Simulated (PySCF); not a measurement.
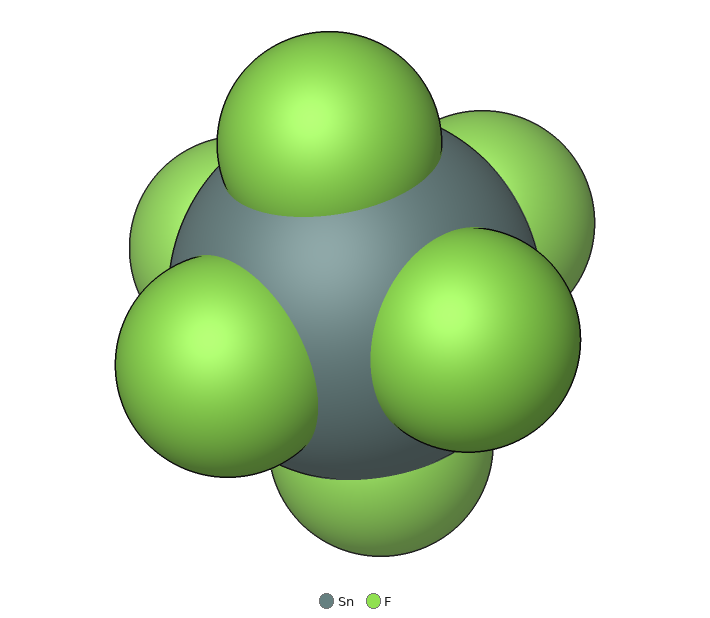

Charge −2, singlet. The geometry was computed by an optimisation with PBE0-D3(BJ)/def2-SVP. No frequency run is at hand to confirm it as a minimum.

Draw it as a skeletal formula.

SMILES: [F][Sn-2]([F])([F])([F])([F])[F]

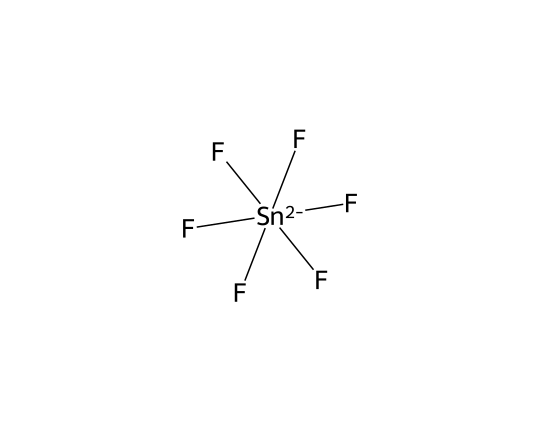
